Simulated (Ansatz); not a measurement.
# Si₂H₃ (doublet): correlated methods under varied settings at twist about Si1–Si2 = 57.5°

What do other methods and options give for Si₂H₃ (doublet) at this geometry, and how long do they take?

The runs use Ansatz 0.2.0, Gaussian basis; the settings change from run to run.

16 further runs of the same task are left out: 10 that didn't finish, 6 set aside as unsound or not needed.

### Step 1. What is computed

The geometry derives from a PBE0/def2-TZVP stationary point (not a proven minimum). One half is turned about the bond named; the halves are rigid.

5 atoms, charge 0, spin multiplicity 2.

Atoms are counted from 1 here; the program's logs count them from 0.

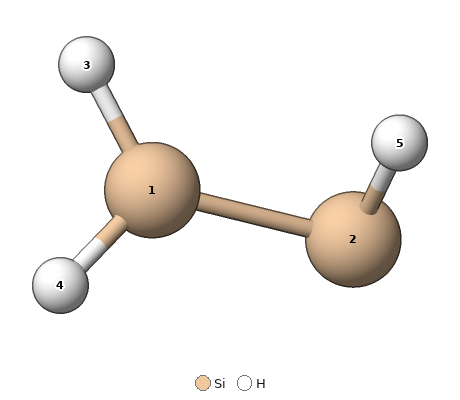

The geometry (silicon light orange, hydrogen white); atoms are numbered from 1 in the order of the file.

### Step 2. NEVPT2(3,3)/cc-pVDZ

Input file in.yaml:

```yaml
crystal:
  periodic: [false, false, false]
  atoms:
    - {symbol: Si, position_ang: [-0.021904, 0.035525, 1.089213]}
    - {symbol: Si, position_ang: [-0.021904, -0.064890, -1.190219]}
    - {symbol: H, position_ang: [-0.021904, 1.228639, 1.985221]}
    - {symbol: H, position_ang: [-0.021904, -1.168031, 1.969203]}
    - {symbol: H, position_ang: [1.264510, 0.757654, -1.139974]}
basis:
  gaussian: {orbitals: cc-pVDZ}
magnetization: {spin_polarized: false, initial_magnetization: 1}
correlation: {method: sc_nevpt2, electrons: outside_noble_gas, active_space: {window: {electrons: 3, orbitals: 3}}}
scf: {lower_state_search: off}
```

Command:

```sh
ansatz run in.yaml --threads 1 --pin off --events-out ev --progress --plain --max-ram 2393MiB
```

Log:

```text
Functional definition: HF
  name "HF"
  cite "Fock, Z. Phys. 61, 126 (1930) doi:10.1007/BF01340294"
  parent pbe
  exchange = exact_x
  correlation = 0
these checks for a lower state are left out or cut short: stability, starts, cluster_reference, orbital_swaps, neighbouring_geometries, increment
497 factors; integrals over basis functions are off by at most 1.3e-3 eV
mean field evaluation 1: about -15768.2153 eV, gradient 9.6e0 eV
mean field evaluation 2: about -15768.2185 eV, gradient 9.6e0 eV
mean field evaluation 4: about -15768.9038 eV, gradient 1.0e0 eV
mean field evaluation 8: about -15768.9316 eV, gradient 1.4e-1 eV
mean field -15768.93240274 eV, -579.4975772343 hartree, gradient 2.6e-6 eV, S^2 0.750000; 0 other end points of the search recorded, 0 dependent functions left out
reference -15768.93240274 eV, -579.4975772343 hartree; 16, 15 occupied and 35, 36 virtual orbitals, 497 factors
state -15769.42059801 eV, -579.5155180797 hartree
state -15769.42059801 eV, -579.5155180797 hartree; corrected -15773.83502186 eV, -579.6777451640 hartree
Total energy: -15773.83502186 eV, -579.6777451640 hartree
Checks for a lower state left out: stability, starts, cluster_reference, orbital_swaps, neighbouring_geometries, increment
```

It took 0.69 s on 1 thread of Intel Xeon Platinum 8488C, shared host.

From the report: 9 determinants; active occupations 1.92, 1.00, 0.08.

### Step 3. BCCD on UHF/cc-pVDZ

Input file in.yaml:

```yaml
crystal:
  periodic: [false, false, false]
  atoms:
    - {symbol: Si, position_ang: [-0.021904, 0.035525, 1.089213]}
    - {symbol: Si, position_ang: [-0.021904, -0.064890, -1.190219]}
    - {symbol: H, position_ang: [-0.021904, 1.228639, 1.985221]}
    - {symbol: H, position_ang: [-0.021904, -1.168031, 1.969203]}
    - {symbol: H, position_ang: [1.264510, 0.757654, -1.139974]}
basis:
  gaussian: {orbitals: cc-pVDZ, fitting: {mean_field: def2-universal-jkfit}}
magnetization: {spin_polarized: true, initial_magnetization: 1}
correlation: {method: bccd, electrons: outside_noble_gas}
accuracy: high
output: {forces: true}
```

Same command.

Log (excerpt; [...] marks lines left out):

```text
Functional definition: HF
  name "HF"
  cite "Fock, Z. Phys. 61, 126 (1930) doi:10.1007/BF01340294"
  parent pbe
[...]
310 factors; integrals over basis functions are off by at most 3.8e-1 eV
[...]
mean field -15769.16457321 eV, -579.5061093417 hartree, gradient 2.2e-8 eV, S^2 1.029083; 2 other end points of the search recorded, 0 dependent functions left out
10 core orbitals not correlated: weight in the atoms' cores, before any rotation towards them, 1.000 or more for the frozen orbitals, at most 0.000 for the correlated occupied ones
reference -15769.16457321 eV, -579.5061093417 hartree; 6, 5 occupied and 35, 36 virtual orbitals, 310 factors
second order -4.50930525 eV of doubles, -0.00000000 eV of singles
cycle   1  -5.35516790 eV  change   -8.5e-1 eV  update   8.8e-2
[...]
cycle  36  -5.80151463 eV  change  -2.0e-10 eV  update   1.2e-9
[...]
Total energy: -15774.96608783 eV, -579.7193110718 hartree
Atom 0 at    -0.021904     0.035525     1.089213 Å, force     0.284085    -0.133144     0.214495 eV/Å
Atom 1 at    -0.021904    -0.064890    -1.190219 Å, force     0.127902    -0.355891    -0.171128 eV/Å
Atom 2 at    -0.021904     1.228639     1.985221 Å, force     0.172750     0.113483    -0.007954 eV/Å
Atom 3 at    -0.021904    -1.168031     1.969203 Å, force    -0.426578    -0.085005     0.088633 eV/Å
Atom 4 at     1.264510     0.757654    -1.139974 Å, force    -0.158159     0.460557    -0.124047 eV/Å
Dipole moment:    -0.010396     0.046273     0.199000 e Å
```

It took 6.5 s on 1 thread of Intel Xeon Platinum 8488C, shared host.

From the report: ⟨S²⟩ of the determinant 1.029 (pure doublet: 0.75); correlation -5.8015 eV; largest double amplitude 0.06.

### Step 4. HF/cc-pVDZ

Input file in.yaml:

```yaml
crystal:
  periodic: [false, false, false]
  atoms:
    - {symbol: Si, position_ang: [-0.021904, 0.035525, 1.089213]}
    - {symbol: Si, position_ang: [-0.021904, -0.064890, -1.190219]}
    - {symbol: H, position_ang: [-0.021904, 1.228639, 1.985221]}
    - {symbol: H, position_ang: [-0.021904, -1.168031, 1.969203]}
    - {symbol: H, position_ang: [1.264510, 0.757654, -1.139974]}
basis:
  gaussian: {orbitals: cc-pVDZ}
magnetization: {spin_polarized: false, initial_magnetization: 1}
hamiltonian: {xc: hf, pseudopotentials: {relativity: scalar}}
output: {forces: true, orbitals: {seedname: orbitals}}
```

Same command.

Log (excerpt; [...] marks lines left out):

```text
Functional definition: HF
  name "HF"
  cite "Fock, Z. Phys. 61, 126 (1930) doi:10.1007/BF01340294"
  parent pbe
[...]
497 factors; integrals over basis functions are off by at most 1.3e-3 eV
[...]
mean field -15798.46121204 eV, -580.5827409610 hartree, gradient 2.1e-5 eV, S^2 0.750000; 1 other end points of the search recorded, 0 dependent functions left out
[...]
reference -15798.46121204 eV, -580.5827409610 hartree; 16, 15 occupied and 35, 36 virtual orbitals, 497 factors
Total energy: -15798.46121204 eV, -580.5827409610 hartree
Relativity: scalar
Atom 0 at    -0.021904     0.035525     1.089213 Å, force     0.035183    -0.179408     0.553068 eV/Å
Atom 1 at    -0.021904    -0.064890    -1.190219 Å, force     0.403676    -0.362732    -0.135481 eV/Å
Atom 2 at    -0.021904     1.228639     1.985221 Å, force     0.329831     0.002933    -0.147646 eV/Å
Atom 3 at    -0.021904    -1.168031     1.969203 Å, force    -0.446345     0.028155    -0.037640 eV/Å
Atom 4 at     1.264510     0.757654    -1.139974 Å, force    -0.322345     0.511052    -0.232302 eV/Å
Dipole moment:     0.000382     0.074790     0.223024 e Å
```

It took 0.66 s on 1 thread of Intel Xeon Platinum 8488C, shared host.

### Step 5. BCCD/cc-pVDZ

in.yaml: that of step 4 with these lines changed.

```diff
@@ -9,5 +9,7 @@
 basis:
-  gaussian: {orbitals: cc-pVDZ}
+  gaussian: {orbitals: cc-pVDZ, fitting: {mean_field: def2-universal-jkfit}}
 magnetization: {spin_polarized: false, initial_magnetization: 1}
-hamiltonian: {xc: hf, pseudopotentials: {relativity: scalar}}
-output: {forces: true, orbitals: {seedname: orbitals}}
+hamiltonian: {xc: {name: r2SCAN}}
+correlation: {method: bccd, electrons: outside_noble_gas}
+scf: {lower_state_search: off}
+output: {forces: true}
```

The command is unchanged.

Log (excerpt; [...] marks lines left out):

```text
Functional definition: r2SCAN
  name "r2SCAN"
  cite "Furness, Kaplan, Ning, Perdew & Sun, J. Phys. Chem. Lett. 11, 8208 (2020) doi:10.1021/acs.jpclett.0c02405"
  cite "Furness, Kaplan, Ning, Perdew & Sun, J. Phys. Chem. Lett. 11, 9248 (2020) doi:10.1021/acs.jpclett.0c03077"
  parent r2scan
[...]
310 factors; integrals over basis functions are off by at most 3.8e-1 eV
[...]
mean field -15799.32625003 eV, -580.6145305205 hartree, gradient 3.5e-6 eV, S^2 0.750000; 0 other end points of the search recorded, 0 dependent functions left out
10 core orbitals not correlated: weight in the atoms' cores, before any rotation towards them, 1.000 or more for the frozen orbitals, at most 0.000 for the correlated occupied ones
reference -15768.47514262 eV, -579.4807732349 hartree; 6, 5 occupied and 35, 36 virtual orbitals, 310 factors
second order -5.23922011 eV of doubles, -0.29741461 eV of singles
cycle   1  -6.12028989 eV  change   -5.8e-1 eV  update   8.1e-2
[...]
cycle  21  -6.42376894 eV  change   -6.1e-8 eV  update   3.8e-7
[...]
Total energy: -15774.89891156 eV, -579.7168423893 hartree
Atom 0 at    -0.021904     0.035525     1.089213 Å, force     0.284277    -0.132802     0.216047 eV/Å
Atom 1 at    -0.021904    -0.064890    -1.190219 Å, force     0.125722    -0.357075    -0.175671 eV/Å
Atom 2 at    -0.021904     1.228639     1.985221 Å, force     0.172444     0.115309    -0.006456 eV/Å
Atom 3 at    -0.021904    -1.168031     1.969203 Å, force    -0.426426    -0.086934     0.090084 eV/Å
Atom 4 at     1.264510     0.757654    -1.139974 Å, force    -0.156017     0.461503    -0.124004 eV/Å
Dipole moment:    -0.010488     0.046150     0.198356 e Å
Checks for a lower state left out: starts, cluster_reference, orbital_swaps, neighbouring_geometries, increment
```

Wall time 6.5 s (1 thread of Intel Xeon Platinum 8488C, shared host).

From the report: correlation -6.4238 eV; largest double amplitude 0.06.

### Step 6. MP2 on UHF/def2-SVP

Input file in.yaml:

```yaml
crystal:
  periodic: [false, false, false]
  atoms:
    - {symbol: Si, position_ang: [-0.021904, 0.035525, 1.089213]}
    - {symbol: Si, position_ang: [-0.021904, -0.064890, -1.190219]}
    - {symbol: H, position_ang: [-0.021904, 1.228639, 1.985221]}
    - {symbol: H, position_ang: [-0.021904, -1.168031, 1.969203]}
    - {symbol: H, position_ang: [1.264510, 0.757654, -1.139974]}
basis:
  gaussian: {orbitals: def2-SVP}
magnetization: {spin_polarized: true, initial_magnetization: 1}
correlation: {method: mp2, electrons: outside_noble_gas}
```

Launched as before.

Log:

```text
Functional definition: HF
  name "HF"
  cite "Fock, Z. Phys. 61, 126 (1930) doi:10.1007/BF01340294"
  parent pbe
  exchange = exact_x
  correlation = 0
489 factors; integrals over basis functions are off by at most 1.2e-3 eV
mean field evaluation 1: about -15763.1559 eV, gradient 7.4e0 eV
mean field evaluation 2: about -15763.1563 eV, gradient 7.4e0 eV
mean field evaluation 4: about -15763.9278 eV, gradient 1.0e0 eV
mean field evaluation 8: about -15764.0574 eV, gradient 3.7e-1 eV
mean field evaluation 16: about -15763.8248 eV, gradient 2.1e0 eV
mean field evaluation 32: about -15764.0798 eV, gradient 3.2e-1 eV
mean field -15764.08792144 eV, -579.3195458302 hartree, gradient 2.2e-6 eV, S^2 1.035296; 4 other end points of the search recorded, 0 dependent functions left out
10 core orbitals not correlated: weight in the atoms' cores, before any rotation towards them, 1.000 or more for the frozen orbitals, at most 0.000 for the correlated occupied ones
reference -15764.08792144 eV, -579.3195458302 hartree; 6, 5 occupied and 35, 36 virtual orbitals, 489 factors
second order -4.46305391 eV of doubles, -0.00000000 eV of singles
Total energy: -15768.55097534 eV, -579.4835600362 hartree
```

Run time: 0.72 s. Hardware: 1 thread of Intel Xeon Platinum 8488C, shared host.

From the report: ⟨S²⟩ of the determinant 1.035 (pure doublet: 0.75).

### Step 7. MP2 on ROHF/def2-SVP

in.yaml: that of step 6 with these lines changed.

```diff
@@ -10,3 +10,3 @@
   gaussian: {orbitals: def2-SVP}
-magnetization: {spin_polarized: true, initial_magnetization: 1}
-correlation: {method: mp2, electrons: outside_noble_gas}
+magnetization: {spin_polarized: false, initial_magnetization: 1}
+correlation: {method: mp2, electrons: all}
```

Launched as before.

Log:

```text
Functional definition: HF
  name "HF"
  cite "Fock, Z. Phys. 61, 126 (1930) doi:10.1007/BF01340294"
  parent pbe
  exchange = exact_x
  correlation = 0
489 factors; integrals over basis functions are off by at most 1.2e-3 eV
mean field evaluation 1: about -15763.1599 eV, gradient 9.7e0 eV
mean field evaluation 2: about -15763.1602 eV, gradient 9.7e0 eV
mean field evaluation 4: about -15763.8200 eV, gradient 1.1e0 eV
mean field evaluation 8: about -15763.8506 eV, gradient 1.9e-1 eV
mean field evaluation 16: about -15763.7255 eV, gradient 1.3e0 eV
mean field -15763.85214096 eV, -579.3108810574 hartree, gradient 1.9e-6 eV, S^2 0.750000; 2 other end points of the search recorded, 0 dependent functions left out
mean field evaluation 32: about -15764.0865 eV, gradient 1.1e-1 eV
mean field evaluation 64: about -15763.9226 eV, gradient 2.4e0 eV
reference -15763.85214096 eV, -579.3108810574 hartree; 16, 15 occupied and 35, 36 virtual orbitals, 489 factors
second order -5.22076161 eV of doubles, -0.04498432 eV of singles
Total energy: -15769.11788688 eV, -579.5043936509 hartree
```

Run time: 0.96 s. Hardware: 1 thread of Intel Xeon Platinum 8488C, shared host.

### Step 8. BCCD on UHF/cc-pVDZ

in.yaml: that of step 7 with these lines changed.

```diff
@@ -9,4 +9,6 @@
 basis:
-  gaussian: {orbitals: def2-SVP}
-magnetization: {spin_polarized: false, initial_magnetization: 1}
-correlation: {method: mp2, electrons: all}
+  gaussian: {orbitals: cc-pVDZ}
+magnetization: {spin_polarized: true, initial_magnetization: 1}
+hamiltonian: {pseudopotentials: {relativity: scalar}}
+correlation: {method: bccd, electrons: valence}
+scf: {omitted_lower_state_checks: [cluster_reference]}
```

Same command.

Log (excerpt; [...] marks lines left out):

```text
Functional definition: HF
  name "HF"
  cite "Fock, Z. Phys. 61, 126 (1930) doi:10.1007/BF01340294"
  parent pbe
[...]
497 factors; integrals over basis functions are off by at most 1.3e-3 eV
[...]
mean field -15798.68993674 eV, -580.5911464386 hartree, gradient 3.2e-6 eV, S^2 1.024680; 4 other end points of the search recorded, 0 dependent functions left out
10 core orbitals not correlated: weight in the atoms' cores, before any rotation towards them, 1.000 or more for the frozen orbitals, at most 0.000 for the correlated occupied ones
reference -15798.68993674 eV, -580.5911464386 hartree; 6, 5 occupied and 35, 36 virtual orbitals, 497 factors
second order -4.52631316 eV of doubles, -0.00000000 eV of singles
cycle   1  -5.36785169 eV  change   -8.4e-1 eV  update   8.8e-2
[...]
cycle  18  -5.81086080 eV  change    7.7e-6 eV  update   9.7e-6
Total energy: -15804.50079755 eV, -580.8046916344 hartree
Relativity: scalar
Checks for a lower state left out: cluster_reference
```

Run time: 1.9 s. Hardware: 1 thread of Intel Xeon Platinum 8488C, shared host.

From the report: ⟨S²⟩ of the determinant 1.025 (pure doublet: 0.75); correlation -5.8109 eV; largest double amplitude 0.06.

### Step 9. BCCD(T) on UHF/cc-pVDZ

in.yaml: that of step 8 with these lines changed.

```diff
@@ -11,4 +11,3 @@
 magnetization: {spin_polarized: true, initial_magnetization: 1}
-hamiltonian: {pseudopotentials: {relativity: scalar}}
-correlation: {method: bccd, electrons: valence}
-scf: {omitted_lower_state_checks: [cluster_reference]}
+correlation: {method: bccd_t, electrons: valence}
+scf: {lower_state_search: full}
```

The command is unchanged.

Log (excerpt; [...] marks lines left out):

```text
Functional definition: HF
  name "HF"
  cite "Fock, Z. Phys. 61, 126 (1930) doi:10.1007/BF01340294"
  parent pbe
[...]
497 factors; integrals over basis functions are off by at most 1.3e-3 eV
[...]
mean field -15769.16430085 eV, -579.5060993327 hartree, gradient 3.1e-6 eV, S^2 1.029138; 10 other end points of the search recorded, 0 dependent functions left out
10 core orbitals not correlated: weight in the atoms' cores, before any rotation towards them, 1.000 or more for the frozen orbitals, at most 0.000 for the correlated occupied ones
reference -15769.16430085 eV, -579.5060993327 hartree; 6, 5 occupied and 35, 36 virtual orbitals, 497 factors
second order -4.51885774 eV of doubles, -0.00000000 eV of singles
cycle   1  -5.36022367 eV  change   -8.4e-1 eV  update   8.8e-2
[...]
cycle  18  -5.80449053 eV  change    8.0e-6 eV  update   9.8e-6
perturbative correction -0.22832606 eV, -0.0083908279 hartree
Total energy: -15775.19711744 eV, -579.7278012532 hartree
```

Wall time 4.2 s (1 thread of Intel Xeon Platinum 8488C, shared host).

From the report: ⟨S²⟩ of the determinant 1.029 (pure doublet: 0.75); correlation -6.0328 eV; largest double amplitude 0.06.

### Step 10. HF/6-31G

in.yaml: that of step 9 with these lines changed.

```diff
@@ -9,5 +9,6 @@
 basis:
-  gaussian: {orbitals: cc-pVDZ}
+  gaussian: {orbitals: 6-31G}
 magnetization: {spin_polarized: true, initial_magnetization: 1}
-correlation: {method: bccd_t, electrons: valence}
+hamiltonian: {xc: hf}
 scf: {lower_state_search: full}
+output: {forces: true, orbitals: {seedname: orbitals}}
```

Same command.

Log (excerpt; [...] marks lines left out):

```text
Functional definition: HF
  name "HF"
  cite "Fock, Z. Phys. 61, 126 (1930) doi:10.1007/BF01340294"
  parent pbe
[...]
376 factors; integrals over basis functions are off by at most 2.0e-4 eV
[...]
mean field -15766.52334421 eV, -579.4090459665 hartree, gradient 3.6e-5 eV, S^2 1.028081; 7 other end points of the search recorded, 0 dependent functions left out
[...]
reference -15766.52334421 eV, -579.4090459665 hartree; 16, 15 occupied and 16, 17 virtual orbitals, 376 factors
Total energy: -15766.52334421 eV, -579.4090459665 hartree
Atom 0 at    -0.021904     0.035525     1.089213 Å, force     0.098197    -0.320803     1.326436 eV/Å
Atom 1 at    -0.021904    -0.064890    -1.190219 Å, force     0.356597    -0.094341    -0.415006 eV/Å
Atom 2 at    -0.021904     1.228639     1.985221 Å, force     0.100365     0.152731    -0.233719 eV/Å
Atom 3 at    -0.021904    -1.168031     1.969203 Å, force    -0.430106    -0.135044    -0.038234 eV/Å
Atom 4 at     1.264510     0.757654    -1.139974 Å, force    -0.125053     0.397456    -0.639477 eV/Å
Dipole moment:    -0.005489     0.048755    -0.030067 e Å
```

Run time: 0.72 s. Hardware: 1 thread of Intel Xeon Platinum 8488C, shared host.

From the report: ⟨S²⟩ of the determinant 1.028 (pure doublet: 0.75).

### Step 11. The runs in one table

Where basis and cores are those of an earlier RCCSDT(Q)/cc-pVDZ run (-15775.2617 eV), and the state is the same kind, the miss against it is given.

```
                               level         correlated  functions  energy (eV)  from RCCSDT(Q) (meV)    time
                 NEVPT2(3,3)/cc-pVDZ  outside noble gas         51  -15773.8350                1426.7  0.69 s
                 BCCD on UHF/cc-pVDZ  outside noble gas         51  -15774.9661                 295.6   6.5 s
         HF/cc-pVDZ (relativity set)                            51  -15798.4612                        0.66 s
   BCCD/cc-pVDZ (on r2SCAN orbitals)  outside noble gas         51  -15774.8989                 362.8   6.5 s
                 MP2 on UHF/def2-SVP  outside noble gas         51  -15768.5510                        0.72 s
                MP2 on ROHF/def2-SVP                all         51  -15769.1179                        0.96 s
BCCD on UHF/cc-pVDZ (relativity set)            valence         51  -15804.5008                         1.9 s
              BCCD(T) on UHF/cc-pVDZ            valence         51  -15775.1971                  64.6   4.2 s
                            HF/6-31G                            32  -15766.5233                        0.72 s
```

### Step 12. What came out

| quantity | value |
| --- | --- |
| runs | 9 |
| quickest | HF/cc-pVDZ (relativity set), 0.66 s |
| slowest | BCCD on UHF/cc-pVDZ, 6.5 s |

What this shows: Total energies in different bases, with other cores or another treatment of relativity can't be set against each other. BCCD on UHF/cc-pVDZ took 10 times as long as HF/cc-pVDZ (relativity set); the jobs differ in more than the method. Among the correlated runs with a miss given, it spans +65 to +1427 meV. Cores frozen from Kohn-Sham orbitals shift the total energy.
